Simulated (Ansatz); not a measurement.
Amorphous Si30N44Hf3

It comes from a melt-quench run on a machine-learned potential (CHGNet), relaxed afterwards by DFT. N atoms were pushed apart under 1.9 Å during the dynamics, to hinder bonds among them. The hot cell started wider than the set density and was brought back towards it in steps. It is the lowest in DFT energy of 2 quenches. It is a model cell: composition and starting density were chosen by hand, and all elements were melted together. No dispersion term was used.

Methods: PBE, scalar-relativistic without spin-orbit coupling (Ansatz, a program for electronic structure); r2SCAN, scalar-relativistic without spin-orbit coupling (Ansatz); HSE06, scalar-relativistic without spin-orbit coupling (Ansatz). Geometry, pressure, stress and energy are those of the PBE run. Its sampling: a 2×2×2 Γ-centred mesh; Fermi-Dirac width 0.02 eV; no spin polarisation. Other functionals are single points at the zone centre (r2SCAN at 500 eV; exact exchange cut at the cell's faces), free to take moments where seeds were set. At PBE the levels at the filled edge of the gap are localised (band-tail or defect states), and the nearest spread-out levels lie 2.9 eV apart at the zone centre.

The number of atoms in the cell comes out as 77 and the density (held, not predicted) comes out as 3.81 g/cm^3. The volume per atom is 11.30 Å³, the pressure on a 2×2×2 Γ-centred mesh is 0.82 GPa and the largest force and stress component on that mesh (the relaxation ran on the zone centre alone) is 0.06 eV/Å and 0.9 GPa. The level gap on a 2×2×2 Γ-centred mesh (PBE) comes out as 2.55 eV, the level gap at the zone centre (PBE) comes out as 2.60 eV and the level gap at the zone centre (r2SCAN) is 3.02 eV. The level gap at the zone centre (HSE06) is 3.88 eV.

Neighbours within Si-Si 2.60 Å, Si-N 2.26 Å, Si-Hf 2.89 Å, N-N 1.70 Å, N-Hf 2.71 Å, Hf-Hf 3.34 Å count as bonded. Two cations that share two anions don't count as bonded, nor two that share one unless they lie closer than Si-Si 2.38 Å, Si-Hf 2.81 Å, Hf-Hf 3.25 Å.

Mean coordination of Si by anions: 4.03 (29 with 4, 1 with 5)
Mean coordination of N: 3.11 (39 with 3, 5 with 4)
Mean coordination of Hf by anions: 5.33 (2 with 5, 1 with 6)
Mean Si-N bond: 1.767 Å (spread 0.069 Å, 121 counted)
Mean N-Hf bond: 2.203 Å (spread 0.157 Å, 16 counted)

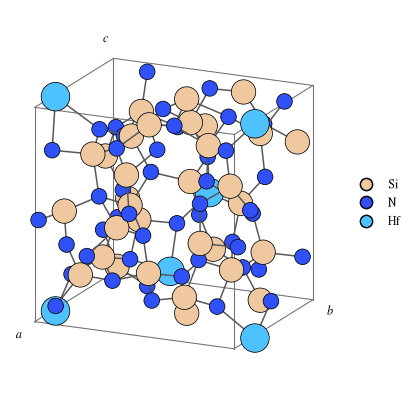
Fig. 1. The relaxed cell

Its density started from a set value of 3.81 g/cm³. Cooling (nominally 450 K/ps over its main leg) ran many orders faster than in experiment, which tends to leave more defects and strain. A cell of this size samples the disorder only roughly. The volume was held where the preparation left it and the shape relaxed, at a PBE pressure of 0.8 GPa. Stress components on the final sampling reach 0.9 GPa.
